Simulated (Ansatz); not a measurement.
# SO (sulfur oxide): U-revPBE/def2-TZVPPD

What is the energy change on altering one bond length of SO (sulfur oxide) at U-revPBE/def2-TZVPPD? 

The calculation is run with Ansatz 0.2.0.

36 further runs of the same task are left out: 4 that didn't finish, 32 set aside as unsound or not needed.

## (1) Starting point

The species is SO (2 atoms), meant as a triplet with charge 0. As SMILES, `O=S`. The bond length is the measured one.

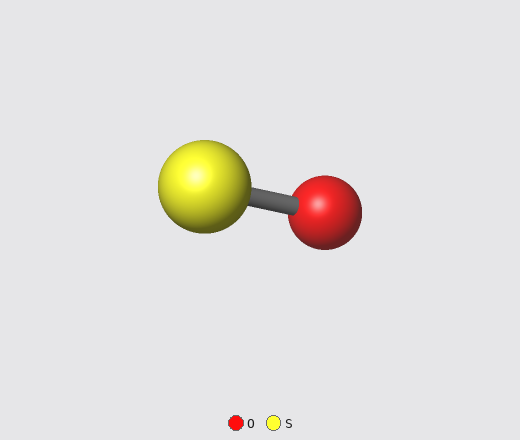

Viewed from a chosen angle; oxygen red, sulfur yellow.

## (2) The energy at U-revPBE/def2-TZVPPD

input.yaml

```yaml
crystal:
  periodic: [false, false, false]
  atoms:
    - {symbol: O, position_ang: [0.000000, 0.000000, 0.000000]}
    - {symbol: S, position_ang: [0.000000, 0.000000, 1.481087]}
basis:
  gaussian:
    orbitals: def2-TZVPPD.json
magnetization:
  spin_polarized: true
  initial_magnetization: 2
hamiltonian:
  xc: {name: revPBE}
accuracy: high
output:
  orbitals: {seedname: orbitals}
```

The basis set def2-TZVPPD is read from a file made from the Basis Set Exchange's data (not shown).

Command:

```console
$ ansatz run input.yaml --threads 1 --pin off --max-ram 3480MiB --events-out events.jsonl --progress --plain --runs-dir runs
```

What it wrote:

```text
Warning: RAYON_NUM_THREADS=1 ignored (pool sized by the plan → 1); use --threads N
Functional definition: revPBE
  name "revPBE"
  parameter kappa = 1.245
  parameter beta = 0.06672455060314922
  exchange = pbe_x(kappa = kappa, mu = beta*pi^2/3)
  correlation = pbe_c(beta = beta)
1205 factors; integrals over basis functions are off by at most 3.4e-9 eV
mean field evaluation 1: about -12874.0820 eV, gradient 4.1e1 eV
mean field evaluation 2: about -12806.4621 eV, gradient 1.2e2 eV
mean field evaluation 4: about -12879.6953 eV, gradient 6.0e0 eV
mean field evaluation 8: about -12879.8513 eV, gradient 8.5e-2 eV
mean field evaluation 16: about -12879.8513 eV, gradient 4.1e-6 eV
mean field -12879.85128008 eV, -473.3258042661 hartree, gradient 8.1e-9 eV, S^2 2.005244; 0 other end points of the search recorded, 0 dependent functions left out
reference -12879.85128618 eV, -473.3258044903 hartree; 13, 11 occupied and 78, 80 virtual orbitals, 1205 factors
Total energy: -12879.85128618 eV, -473.3258044903 hartree
```

It took 3.6 s on 1 thread of Arm Neoverse V1, shared host; peak memory 0.18 GiB.

## (3) The distorted shape, same level

in.yaml

```yaml
crystal:
  periodic: [false, false, false]
  atoms:
    - symbol: O
      position_ang: [0.000000, 0.000000, -1.184913]
    - symbol: S
      position_ang: [0.000000, 0.000000, 1.481087]
basis:
  gaussian: {orbitals: def2-TZVPPD.json}
total_charge: 0
magnetization: {spin_polarized: true, initial_magnetization: 2}
hamiltonian: {xc: {name: revPBE}}
accuracy: high
output: {orbitals: {seedname: orbitals}}
```

The basis set def2-TZVPPD is read from a file made from the Basis Set Exchange's data (not shown).

Command:

```console
$ ansatz run in.yaml --threads 1 --pin off --max-ram 3480MiB --events-out events.jsonl --progress --plain --runs-dir runs
```

What it wrote, shortened:

```text
Warning: RAYON_NUM_THREADS=1 ignored (pool sized by the plan → 1); use --threads N
[... 2 set-up lines as earlier in the session ...]
[...]
1142 factors; integrals over basis functions are off by at most 3.9e-9 eV
[...]
mean field -12874.43682442 eV, -473.1268266907 hartree, gradient 5.5e-8 eV, S^2 2.700919; 25 other end points of the search recorded, 0 dependent functions left out
reference -12874.43682986 eV, -473.1268268907 hartree; 13, 11 occupied and 78, 80 virtual orbitals, 1142 factors
Total energy: -12874.43682986 eV, -473.1268268907 hartree
```

It took 42 s on 1 thread of Arm Neoverse V1, shared host; peak memory 0.19 GiB.

## (4) Outcome

Level: U-revPBE/def2-TZVPPD.

| quantity | value |
| --- | --- |
| first shape: total energy | -473.32580 Eh |
| first shape: HOMO energy (highest over α and β) | -6.08 eV |
| first shape: LUMO energy (lowest over α and β) | -4.34 eV |
| first shape: ⟨S²⟩ | 2.005 |
| distorted shape: total energy | -473.12683 Eh |
| distorted shape: HOMO energy (highest over α and β) | -7.14 eV |
| distorted shape: LUMO energy (lowest over α and β) | -6.53 eV |
| distorted shape: ⟨S²⟩ | 2.701 |
| energy change with the O1–S2 bond stretched from 1.481 to 2.666 Å | 5.414 eV |

What this shows: With the O1–S2 bond stretched from 1.481 to 2.666 Å the energy rises by 5.41 eV (522 kJ/mol). The first shape isn't relaxed at this level, so the change isn't measured from a minimum. ⟨S²⟩ (distorted shape) is 2.70 where a pure triplet has 2.00: the reference is spin-contaminated.
